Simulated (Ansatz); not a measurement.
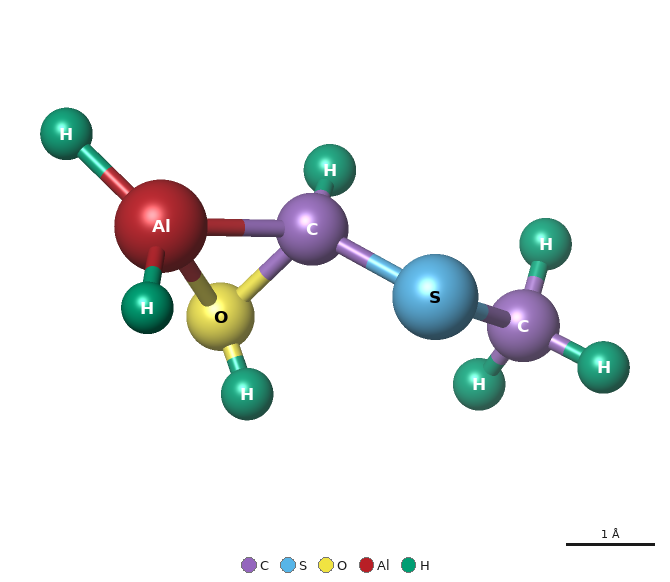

Rendered structure (ball-and-stick style). Every bond is drawn as one stick, whatever its order.

Question: Which formula does it have?

Answer: C₂H₇AlOS, 12 atoms: 2 carbon, 7 hydrogen, 1 aluminium, 1 oxygen and 1 sulfur.

Question: Count the bonded pairs by element.

Answer: 4 C–H, 2 C–S, 2 Al–H, 1 C–Al, 1 Al–O, 1 C–O, 1 O–H. Sticks follow a distance rule.

Question: Which point group does it belong to?

Answer: C1.

More results for the same structure follow; atom numbers are the same in all pictures, views and colours differ. The geometry was computed by an optimisation with PBE0-D4/def2-TZVP. No frequency run is at hand to confirm it as a minimum.

**Shape**

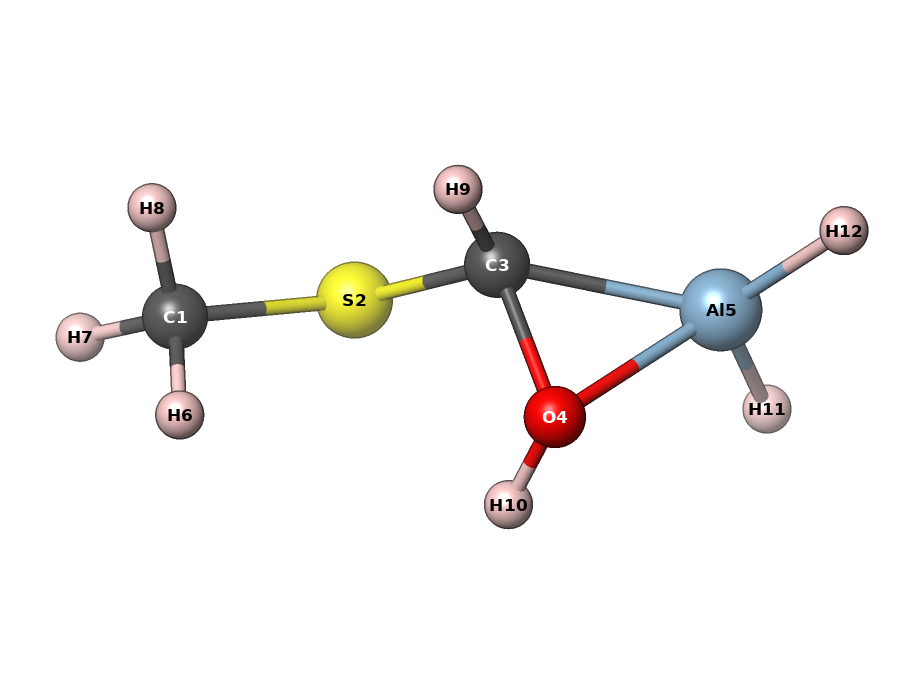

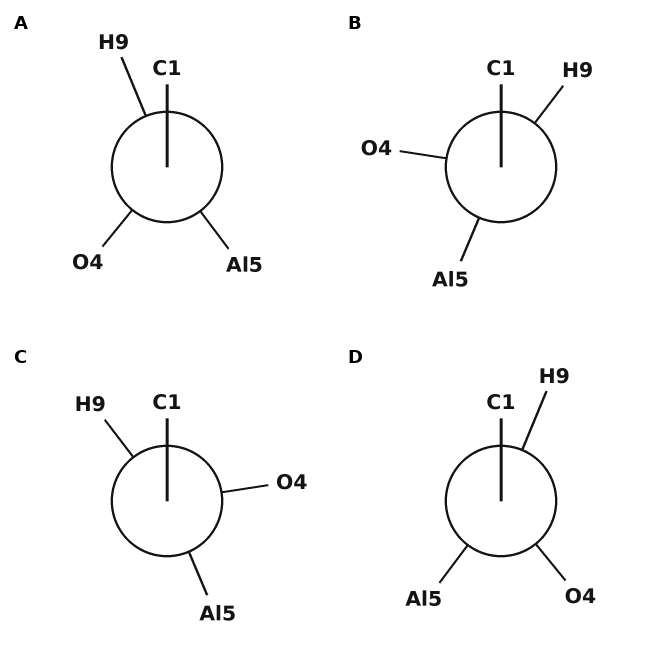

Depth is shown by fading: the farther an atom, the more it takes the colour of the background. Bonds that would overlap in a projection are set slightly apart. No frequency run is at hand to confirm it as a minimum.

Question: Which Newman projection shows the view along S2–C3, with S2 in front?

Answer: C. The torsion angle C1–S2–C3–Al5 is 157°, antiperiplanar (anti).

**Levels of theory compared**

No frequency run is at hand to confirm it as a minimum. Program: Ansatz 0.2.0.

At this fixed geometry, give HOMO–LUMO gap (eV) at these levels: B3LYP-D4/def2-TZVPP; PBE-D4/def2-TZVPP; PBE0-D4/def2-TZVPP; r2SCAN-D4/def2-TZVPP; ωB97M-V/def2-TZVPP; ωB97X-V/def2-TZVPP.

```csv
level,HOMO–LUMO gap (eV)
B3LYP-D4/def2-TZVPP,6.30
PBE-D4/def2-TZVPP,4.78
PBE0-D4/def2-TZVPP,6.75
r2SCAN-D4/def2-TZVPP,5.42
ωB97M-V/def2-TZVPP,10.44
ωB97X-V/def2-TZVPP,10.93
```

**Charges**

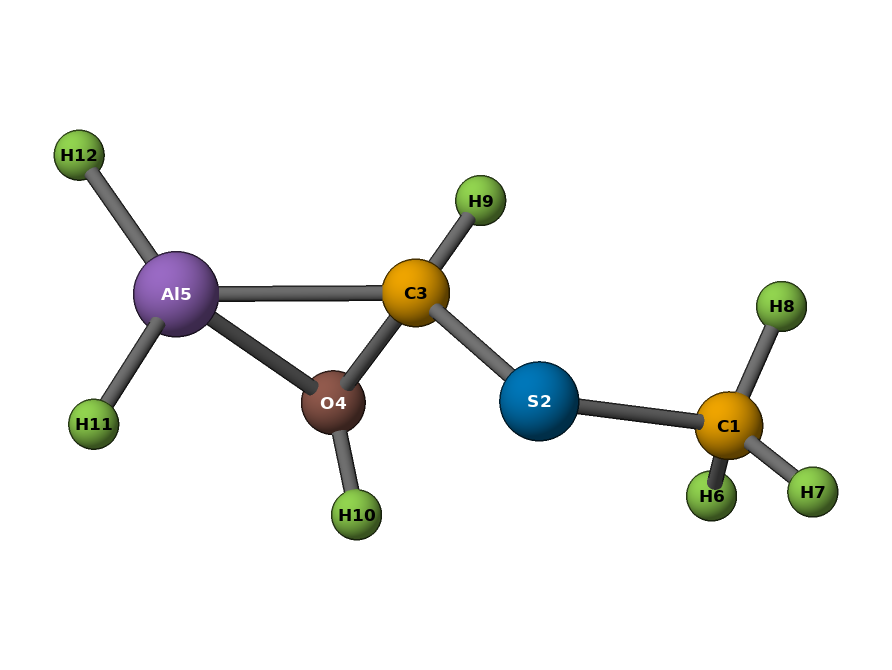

The questions are on Mulliken charges. No frequency run is at hand to confirm it as a minimum. Properties computed with RKS PBE-D4/def2-TZVPP (Ansatz 0.2.0).

Question: Which atom carries the highest charge (most positive or least negative)?

Answer: Al5 (0.31 e).

Question: And the lowest?

Answer: C1 (−0.28 e).

Give the Mulliken charges atom by atom.

```tsv
atom	value (e)
C1	−0.28
S2	−0.10
C3	−0.11
O4	−0.18
Al5	0.31
H6	0.11
H7	0.12
H8	0.11
H9	0.10
H10	0.19
H11	−0.14
H12	−0.14
```

**Dipole moment**

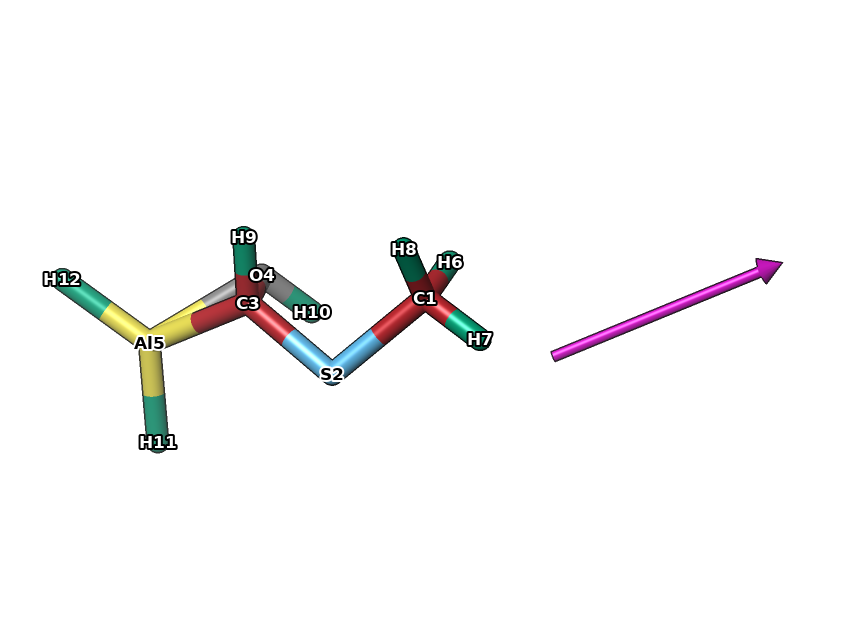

The arrow beside the molecule shows the direction of the dipole moment, from the negative to the positive end (its length means nothing). No frequency run is at hand to confirm it as a minimum. Method: RKS PBE0-D4/def2-TZVP (Ansatz 0.2.0).

Question: Estimate the dipole moment.

Answer: 2.95 D; it points from the side of H12 to the side of H7 (the outermost atoms at the two ends).

Mulliken values depend strongly on the basis set and can even reverse the polarity of a bond.
